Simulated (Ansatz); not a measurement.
System: CH5GaO.

Input

```
crystal:
  periodic: [false, false, false]
  atoms:
    - { symbol: Ga, position_ang: [0.0, 0.0, 0.0] }
    - { symbol: O, position_ang: [0.0, 0.0, 1.79] }
    - { symbol: H, position_ang: [-0.9095, -0.2814, 2.1271] }
    - { symbol: H, position_ang: [1.3596, 0.0, -0.785] }
    - { symbol: C, position_ang: [-1.7147, 0.0, -0.99] }
    - { symbol: H, position_ang: [-2.2748, -0.9305, -0.7608] }
    - { symbol: H, position_ang: [-2.3188, 0.8797, -0.6846] }
    - { symbol: H, position_ang: [-1.513, 0.0508, -2.0803] }
basis:
  gaussian: { orbitals: def2-SVP }
hamiltonian:
  xc: pbe0
relax:
  f_tol: 0.02
  max_steps: 40
output:
  orbitals: {}
```

Launched as:

```sh
ansatz run input.yaml --threads 2 --pin off --max-ram 3072MiB --backend cpu --events-out ev --progress --plain --runs-dir out
```

The fields are those of the relaxed geometry.

Level of theory: RKS PBE0/def2-SVP in Ansatz 0.2.0.

### What will maps of the electron density and electron localisation function show?

Ga–O (1.79 Å): ρ is about 0.86 e/Å³ halfway; the ELF peaks at about 0.90 in the valence shell of O, 0.6 Å from its nucleus, and is about 0.20 at the midpoint.
C–Ga (1.96 Å): ρ is about 0.79 e/Å³ halfway; the ELF peaks at about 0.90 in the valence shell of C, 0.7 Å from its nucleus, and is about 0.60 at the midpoint.
O–H (0.96 Å): ρ at the midpoint is about 3.6 e/Å³; the ELF climbs to about 1 towards the hydrogen, as it does in any bond to H (a covalent bond by its length).
C–H (1.10 Å): ρ is about 1.9 e/Å³ halfway; the ELF climbs to about 1 towards the hydrogen: a covalent bond by its length.

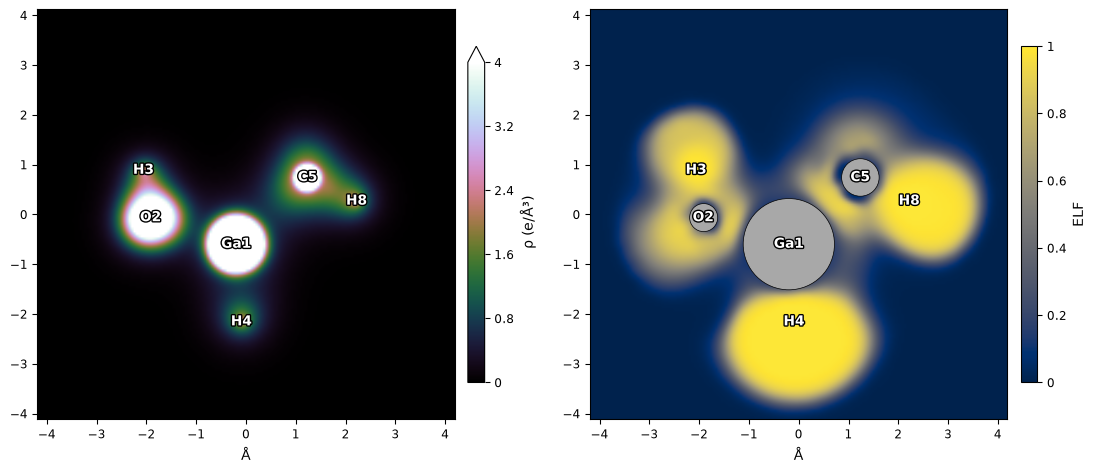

Computed electron density and electron localisation function on the plane of atoms Ga1, O2 and H3, in this order. Grey discs cover the atomic cores in the ELF map. 
